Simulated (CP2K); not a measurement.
Band structure of BN (P6_3/mmc, 4 atoms in the cell).

```yaml
crystal:
  lattice:
    - [2.47262, 0.00000, 0.00000]
    - [-1.23631, 2.14135, 0.00000]
    - [0.00000, 0.00000, 7.28384]
  atoms:
    - { symbol: B, position: [0.66667, 0.33333, 0.75000] }
    - { symbol: B, position: [0.33333, 0.66667, 0.25000] }
    - { symbol: N, position: [0.00000, 0.00000, 0.75000] }
    - { symbol: N, position: [0.00000, 0.00000, 0.25000] }
```

Method of the run: PBE, GPW, DZVP-MOLOPT-PBE-GTH basis, GTH-PBE potentials (POTENTIAL_UZH) run with CP2K 2026.2.

Settings: CUTOFF = 400 Ry; REL_CUTOFF = 40 Ry; SMEAR/METHOD = FERMI_DIRAC; ELECTRONIC_TEMPERATURE = 116.05 K; KPOINTS/SCHEME = MONKHORST-PACK 10 10 3; GAMMA_CENTERED = T; XC_FUNCTIONAL = PBE; B/BASIS_SET = DZVP-MOLOPT-PBE-GTH-q3; B/POTENTIAL = GTH-PBE-q3; N/BASIS_SET = DZVP-MOLOPT-PBE-GTH-q5; N/POTENTIAL = GTH-PBE-q5; METHOD = GPW; EPS_DEFAULT = 1e-10; EXTRAPOLATION = USE_GUESS.

The starting cell comes from a database of computed structures (which also holds hypothetical and non-ambient phases and stackings), without a prior relaxation at this level. Its lattice was rescaled by a random factor within 2.5 % of one. Values carry the incompleteness of an atom-centred basis.

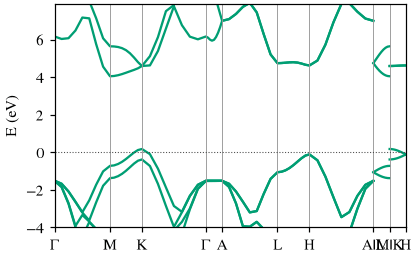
*Bands along the path, energies from the top of the valence band on the SCF mesh.*

Q: Read off roughly the gap and where its edges lie.

A: The gap along the path is about 3.9 eV (computed: 3.87 eV), from K to M; the smallest direct gap on it is 4.35 eV.

Levels in eV from the top of the valence band on the SCF mesh, bands 5 to 9:
```json
[
 {"point": "Γ", "5": "-1.52", "6": "-1.52", "7": "-1.51", "8": "-1.51", "9": "6.16"},
 {"point": "M", "5": "-4.43", "6": "-4.40", "7": "-1.38", "8": "-0.72", "9": "4.05"},
 {"point": "K", "5": "-7.40", "6": "-7.40", "7": "-0.38", "8": "0.18", "9": "4.59"},
 {"point": "A", "5": "-1.52", "6": "-1.52", "7": "-1.52", "8": "-1.52", "9": "7.00"},
 {"point": "L", "5": "-4.42", "6": "-4.42", "7": "-1.06", "8": "-1.06", "9": "4.75"},
 {"point": "H", "5": "-7.40", "6": "-7.40", "7": "-0.11", "8": "-0.11", "9": "4.62"}
]
```

Higher empty bands are left out: an atom-centred basis made for the valence describes them poorly.
